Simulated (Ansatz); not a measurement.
# H₃S+ (triplet): one geometry, many settings at distance S1–H3 = 1.694 Å

What do other methods and options give for H₃S+ (triplet) at this geometry, and how long do they take?

Method: the settings change from run to run; program: Ansatz 0.2.0, Gaussian basis.

23 further runs of the same task are left out: 1 for a mislabelled method, 16 that didn't finish, 6 set aside as unsound or not needed.

### Step 1. What is computed

The geometry derives from a PBE0/def2-TZVP stationary point (not a proven minimum). One bond is set to the value named and the two fragments are kept rigid.

4 atoms, charge 1, spin multiplicity 3.

Atoms are counted from 1 here; the program's logs count them from 0.

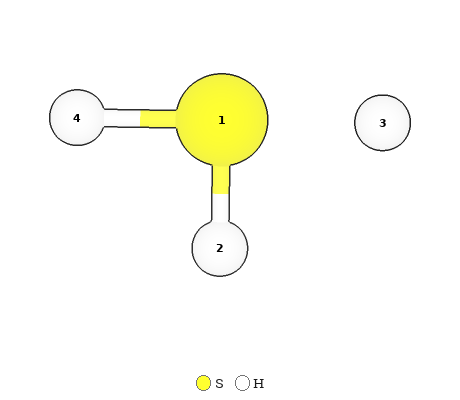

The geometry (sulfur yellow, hydrogen white); atoms are numbered from 1 in the order of the file.

### Step 2. BCCD on ROHF/cc-pVDZ

in.yaml

```yaml
crystal:
  periodic: [false, false, false]
  atoms:
    - {symbol: S, position_ang: [0.000000, -0.039110, -0.004995]}
    - {symbol: H, position_ang: [0.000000, 1.318370, -0.004995]}
    - {symbol: H, position_ang: [0.000000, -0.036981, 1.689004]}
    - {symbol: H, position_ang: [0.000000, -0.037199, -1.525122]}
basis:
  gaussian: {orbitals: cc-pVDZ}
total_charge: 1
magnetization: {spin_polarized: false, initial_magnetization: 2}
correlation: {method: bccd, electrons: valence}
accuracy: high
```

Command:

```sh
> ansatz run in.yaml --threads 1 --pin off --events-out ev --progress --plain --max-ram 2393MiB
```

What it wrote, cut to the lines that bear on the results:

```text
Functional definition: HF
  name "HF"
  cite "Fock, Z. Phys. 61, 126 (1930) doi:10.1007/BF01340294"
  parent pbe
[...]
682 factors; integrals over basis functions are off by at most 3.8e-9 eV
[...]
mean field -10852.12787464 eV, -398.8083435567 hartree, gradient 1.5e-8 eV, S^2 2.000000; 0 other end points of the search recorded, 0 dependent functions left out
[...]
5 core orbitals not correlated: weight in the atoms' cores, before any rotation towards them, 1.000 or more for the frozen orbitals, at most 0.000 for the correlated occupied ones
reference -10852.12787464 eV, -398.8083435567 hartree; 5, 3 occupied and 23, 25 virtual orbitals, 682 factors
second order -3.56041968 eV of doubles, -0.17020336 eV of singles
cycle   1  -4.29726751 eV  change   -5.6e-1 eV  update   5.8e-2
[...]
cycle  23  -4.52033181 eV  change  -4.1e-11 eV  update  5.2e-10
Total energy: -10856.64820645 eV, -398.9744626867 hartree
```

Wall time 3.2 s (1 thread of AMD EPYC, shared host).

From the report: correlation -4.5203 eV; largest double amplitude 0.08.

### Step 3. CCSDT(Q)/B on ROHF/cc-pVDZ

in.yaml: that of step 2 with these lines changed.

```diff
@@ -11,3 +11,2 @@
 magnetization: {spin_polarized: false, initial_magnetization: 2}
-correlation: {method: bccd, electrons: valence}
-accuracy: high
+correlation: {method: ccsdt_q_b, electrons: valence}
```

The command is unchanged.

What it wrote, cut to the lines that bear on the results:

```text
Functional definition: HF
  name "HF"
  cite "Fock, Z. Phys. 61, 126 (1930) doi:10.1007/BF01340294"
  parent pbe
[...]
620 factors; integrals over basis functions are off by at most 2.5e-7 eV
[...]
mean field -10852.12787463 eV, -398.8083435563 hartree, gradient 5.2e-6 eV, S^2 2.000000; 0 other end points of the search recorded, 0 dependent functions left out
[...]
5 core orbitals not correlated: weight in the atoms' cores, before any rotation towards them, 1.000 or more for the frozen orbitals, at most 0.000 for the correlated occupied ones
reference -10852.12787463 eV, -398.8083435563 hartree; 5, 3 occupied and 23, 25 virtual orbitals, 620 factors
second order -3.56041963 eV of doubles, -0.17020334 eV of singles
cycle   1  -4.26693163 eV  change   -5.3e-1 eV  update   6.3e-2
[...]
cycle  15  -4.64703232 eV  change    1.2e-7 eV  update   1.9e-7
perturbative correction -0.00497252 eV, -0.0001827368 hartree
Total energy: -10856.77987948 eV, -398.9793015812 hartree
```

Run time: 17 s. Hardware: 1 thread of AMD EPYC, shared host.

From the report: correlation -4.6520 eV; T1 0.035; largest double amplitude 0.08.

### Step 4. NEVPT2(4,7)/6-31G*

in.yaml: that of step 3 with these lines changed.

```diff
@@ -8,5 +8,5 @@
 basis:
-  gaussian: {orbitals: cc-pVDZ}
+  gaussian: {orbitals: "6-31G*"}
 total_charge: 1
 magnetization: {spin_polarized: false, initial_magnetization: 2}
-correlation: {method: ccsdt_q_b, electrons: valence}
+correlation: {method: sc_nevpt2, electrons: outside_noble_gas, active_space: {window: {electrons: 4, orbitals: 7}, states: [{multiplicity: 3, weights: [0.5, 0.5]}]}}
```

Same command.

What it wrote, cut to the lines that bear on the results:

```text
Functional definition: HF
  name "HF"
  cite "Fock, Z. Phys. 61, 126 (1930) doi:10.1007/BF01340294"
  parent pbe
[...]
447 factors; integrals over basis functions are off by at most 4.3e-8 eV
[...]
mean field -10851.14704379 eV, -398.7722986877 hartree, gradient 1.9e-6 eV, S^2 2.000000; 0 other end points of the search recorded, 0 dependent functions left out
reference -10851.14704379 eV, -398.7722986877 hartree; 10, 8 occupied and 15, 17 virtual orbitals, 447 factors
state -10852.06002287 eV, -398.8058500502 hartree
state -10847.84453878 eV, -398.6509338670 hartree
state -10852.06002287 eV, -398.8058500502 hartree; corrected -10854.56260364 eV, -398.8978181969 hartree
state -10847.84453878 eV, -398.6509338670 hartree; corrected -10850.34078828 eV, -398.7426693442 hartree
state -10852.10023775 eV, -398.8073279194 hartree
state -10847.77747606 eV, -398.6484693575 hartree
state -10852.10023775 eV, -398.8073279194 hartree; corrected -10854.55772306 eV, -398.8976388391 hartree
state -10847.77747606 eV, -398.6484693575 hartree; corrected -10850.31024113 eV, -398.7415467572 hartree
state -10852.06002287 eV, -398.8058500502 hartree; corrected -10854.56260364 eV, -398.8978181969 hartree
state -10847.84453878 eV, -398.6509338670 hartree; corrected -10850.34078828 eV, -398.7426693442 hartree
[...]
Total energy: -10852.45169596 eV, -398.8202437705 hartree
```

It took 7.5 s on 1 thread of AMD EPYC, shared host.

From the report: 216 determinants; active occupations (of the averaged states) 1.48, 1.47, 1.00, 0.03, 0.01, 0.00, 0.00.

### Step 5. The runs in one table

Where basis and cores are those of an earlier UCCSDT(Q)/cc-pVDZ run (-10856.7801 eV), and the state is the same kind, the miss against it is given.

```csv
level,correlated,functions,energy (eV),from UCCSDT(Q) (meV),time
BCCD on ROHF/cc-pVDZ,valence,33,-10856.6482,131.9,3.2 s
CCSDT(Q)/B on ROHF/cc-pVDZ,valence,33,-10856.7799,0.3,17 s
"NEVPT2(4,7)/6-31G* (mean of several states)",outside noble gas,25,-10852.4517,,7.5 s
```

### Step 6. Results

```
quantity                             value
    runs                                 3
quickest       BCCD on ROHF/cc-pVDZ, 3.2 s
 slowest  CCSDT(Q)/B on ROHF/cc-pVDZ, 17 s
```

Total energies in different bases, with other cores or another treatment of relativity can't be set against each other. CCSDT(Q)/B on ROHF/cc-pVDZ took 5 times as long as BCCD on ROHF/cc-pVDZ; the jobs differ in more than the method. Among the correlated runs with a miss given, it spans +0 to +132 meV.
